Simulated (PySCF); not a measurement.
```yaml
atoms:
  - { symbol: C, position_ang: [4.2804, 0.1418, -0.3567] }
  - { symbol: O, position_ang: [2.9995, -0.0535, 0.1849] }
  - { symbol: C, position_ang: [1.9801, -0.0781, -0.7919] }
  - { symbol: Si, position_ang: [0.3779, -0.3286, 0.1882] }
  - { symbol: S, position_ang: [-1.2374, -0.1831, -1.2150] }
  - { symbol: C, position_ang: [-2.6036, -0.5128, -0.0871] }
  - { symbol: C, position_ang: [-3.0791, 0.5684, 0.8302] }
  - { symbol: C, position_ang: [-3.9163, 0.1545, -0.3406] }
  - { symbol: H, position_ang: [4.3417, 1.0978, -0.8918] }
  - { symbol: H, position_ang: [4.5444, -0.6653, -1.0514] }
  - { symbol: H, position_ang: [4.9780, 0.1467, 0.4784] }
  - { symbol: H, position_ang: [1.9775, 0.8595, -1.3645] }
  - { symbol: H, position_ang: [2.1601, -0.8894, -1.5110] }
  - { symbol: H, position_ang: [0.3349, -1.6577, 0.7956] }
  - { symbol: H, position_ang: [0.2214, 0.7143, 1.1989] }
  - { symbol: H, position_ang: [-2.5945, -1.5341, 0.2653] }
  - { symbol: H, position_ang: [-2.5837, 1.5255, 0.7777] }
  - { symbol: H, position_ang: [-3.3934, 0.2887, 1.8248] }
  - { symbol: H, position_ang: [-4.8180, -0.4126, -0.1662] }
  - { symbol: H, position_ang: [-3.9751, 0.8288, -1.1803] }
```

Geometry: GFN2-xTB.

The calculation used PySCF 2.14.0, PBE0/pcSseg-1, SCF density, gas phase, non-relativistic.

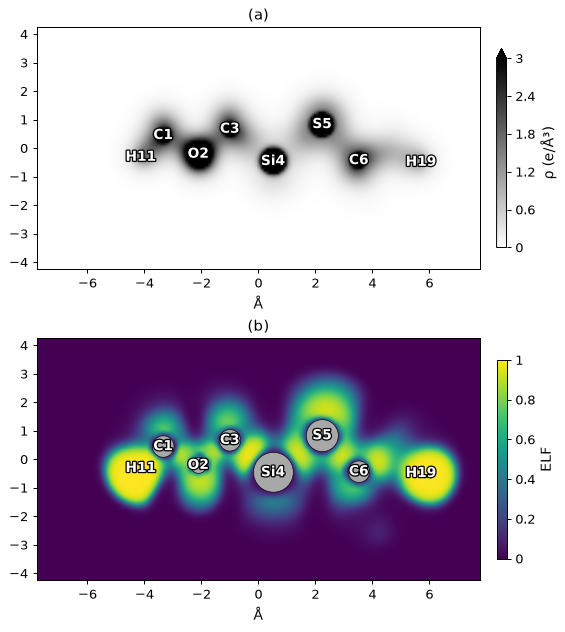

C5H12OSSi (SMILES COC[SiH2]SC1CC1). (a) total electron density; (b) ELF on the plane of atoms Si4, S5 and C6. Grey discs cover the atomic cores in the ELF map.

Interpret the plot.

Answer. Atoms in the plane: C, O, Si, S and H.
C–O (1.40 Å): ρ at the midpoint is about 2.1 e/Å³, with its minimum of 1.8 e/Å³ about 0.5 Å from C; the ELF peaks at about 0.90 between the atoms; a shared but strongly polarised pair.
C–S (1.80 Å): the density is about 1.2 e/Å³ at the midpoint; the ELF peaks at about 0.90 between the atoms (localised, covalent bonding).
C–Si (1.89 Å): ρ at the midpoint is about 0.95 e/Å³; the ELF peaks at about 1 between the atoms (a covalent bond).
Si–S (2.14 Å): ρ at the midpoint is about 0.85 e/Å³; the ELF peaks at about 0.95 between the atoms; localised, covalent bonding.
C–H (1.09 Å): ρ is about 2 e/Å³ halfway; the ELF climbs to about 1 towards the hydrogen, as it does in any bond to H; a covalent bond by its length.
The ELF also peaks beside O2 and S5, away from the bonds: lone-pair regions.
